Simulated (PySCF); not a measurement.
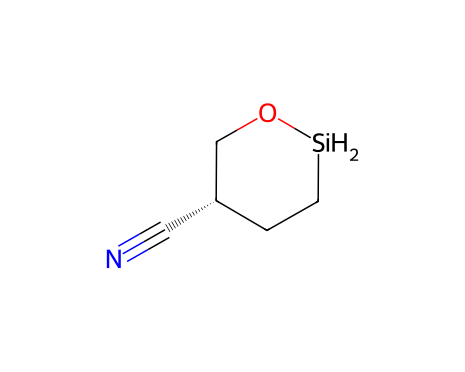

Computed geometry: GFN2-xTB optimisation. No frequency run is at hand to confirm it as a minimum. Properties computed with B3LYP/def2-SVPD, gas phase (PySCF 2.14.0). Excitations: vertical, linear response.

Estimate the mean static polarisability.

87.2 bohr³.

What is the LUMO energy (Kohn–Sham orbital)?

−0.18 eV.

What is the brightest of the 8 lowest singlets?

7.72 eV.

What is the HOMO energy (Kohn–Sham orbital)?

−7.99 eV.

The geometry is semi-empirical. Around Si such bond lengths and angles can be off by a tenth of an ångström or more and by several degrees, and values that hang on the shape move with them.
